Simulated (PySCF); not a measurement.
C₃H₆S (SMILES C=CSC)

```xyz
10

C     2.1255   -0.3604   -0.0463
C     0.8663   -0.0426   -0.3627
S    -0.5413   -0.9150    0.2091
C    -1.7662   -0.4054   -1.0153
H     2.3676   -1.2410    0.5552
H     2.9527    0.2715   -0.3764
H     0.6495    0.8425   -0.9733
H    -2.7220   -0.8482   -0.7056
H    -1.8779    0.6886   -1.0347
H    -1.5130   -0.7739   -2.0193
```

Geometry: PBE0-D3(BJ)/def2-SVP.

The calculation used wB97X-D/pcSseg-1, SCF density, in a chloroform solvent model, non-relativistic (PySCF 2.14.0).

### Predict the electron density and electron localisation function between the atoms.

C–C (1.34 Å): ρ at the midpoint is about 2.3 e/Å³; the ELF peaks at about 0.90 between the atoms (a multiple bond).
C–S (1.75 Å): the density is about 1.4 e/Å³ at the midpoint; the ELF peaks at about 0.95 between the atoms, as expected for a covalent bond.
C–H (1.09 Å): ρ is about 2 e/Å³ halfway; the ELF climbs to about 1 towards the hydrogen, as it does in any bond to H: an ordinary covalent bond to hydrogen.

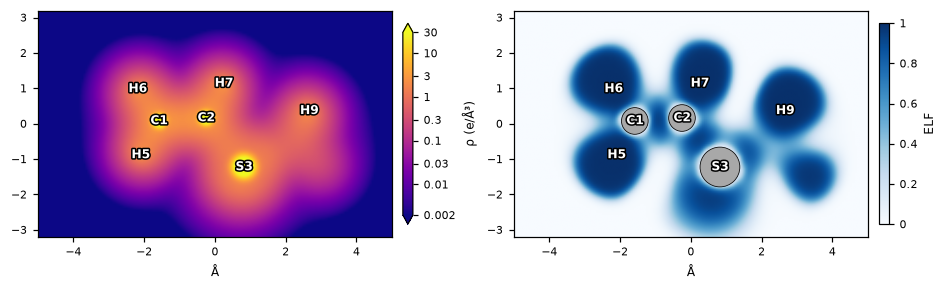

Computed electron density and electron localisation function on the plane of atoms S3, C2 and H7, in this order. Grey discs cover the atomic cores in the ELF map. 
